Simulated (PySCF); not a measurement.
C4H6Si (silole)

Input file:

```
{"job": {"kind": "sp", "xc": "M06-2X", "basis": "def2-TZVP", "grid": 3}, "charge": 0, "multiplicity": 1}
C     -1.022278     0.797452    -0.361656
C      0.222926     1.311727    -0.277024
Si     1.349055    -0.093868     0.240993
C     -0.065855    -1.321467     0.294524
C     -1.180143    -0.641371    -0.049411
H     -1.900688     1.387848    -0.646364
H      0.439533     2.360601    -0.488060
H      2.015764     0.120335     1.562637
H      2.404211    -0.429579    -0.764387
H     -0.081337    -2.384530     0.542004
H     -2.173783    -1.100394    -0.106299
```

Launched as:

```sh
OMP_NUM_THREADS=1 python redox_run.py task.json out
```

Geometry: PBE0-D3(BJ)/def2-SVP.

Computed with PySCF 2.14.0, density-fitted response routines, DFT single point, gas phase, functional M06-2X.

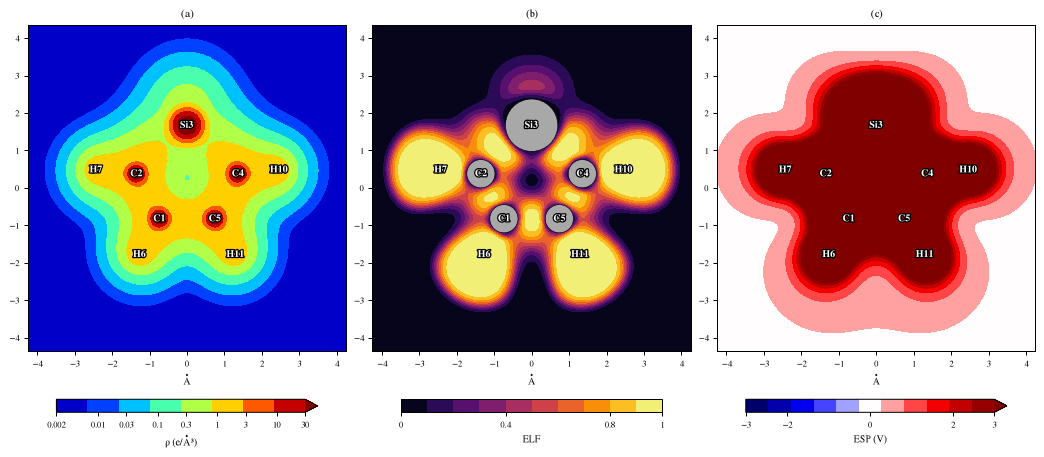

Figure 1. (a) total electron density; (b) electron localisation function; (c) molecular electrostatic potential on the plane of atoms C5, C4 and H10. Grey discs cover the atomic cores in the ELF map.

**Describe what can be read from this map.**

- The section cuts through C, Si and H sites.
- C–C (1.35 Å): the density is about 2.3 e/Å³ at the midpoint; the ELF peaks at about 0.95 between the atoms; localised, covalent bonding.
- C–Si (1.87 Å): ρ at the midpoint is about 0.94 e/Å³; the ELF peaks at about 0.95 between the atoms: a covalent bond.
- C–H (1.09 Å): the density is about 2 e/Å³ at the midpoint; the ELF climbs to about 1 towards the hydrogen, as it does in any bond to H; an ordinary covalent bond to hydrogen.
- C–C (1.48 Å): ρ at the midpoint is about 1.8 e/Å³; the ELF peaks at about 0.95 between the atoms, as expected for a shared electron pair.
- The potential has no marked negative region in this plane.

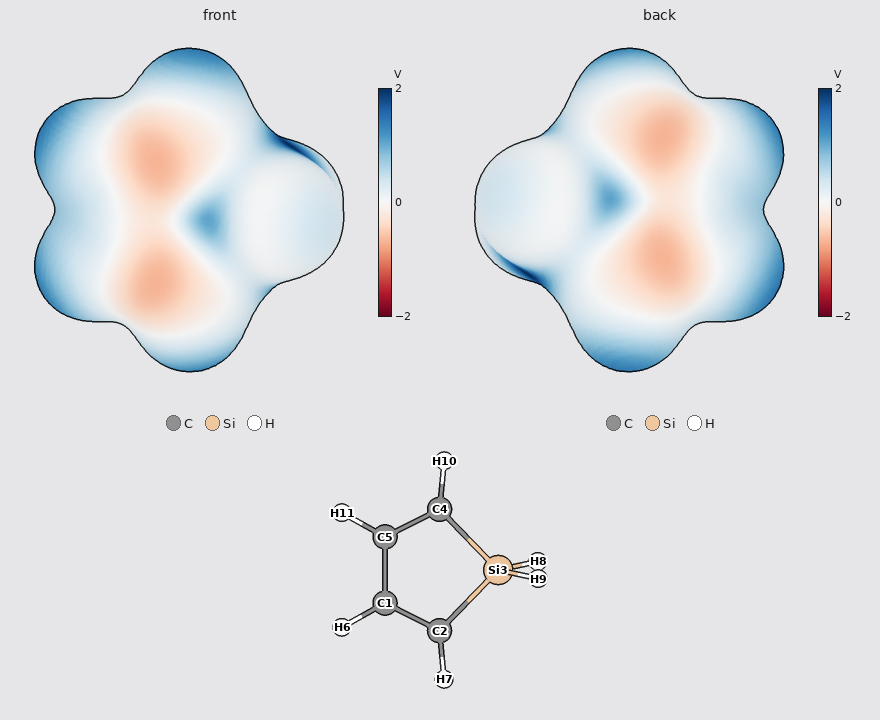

Figure 2. The electrostatic potential painted on the density surface at 0.004 e/bohr³, seen from the front and from behind; red is negative and blue positive. The bare structure is drawn below in the same view.

**Which sites attract a positive test charge, and which a negative one?**

A positive charge is drawn to the negative regions and a negative charge to the positive ones. The most negative region (about −0.7 V) lies over the π face of C1, C2, C4 and C5, the most positive (about +1.9 V) over Si3.

**How polar is the molecule by this calculation?**

Its dipole moment is 0.57 D.
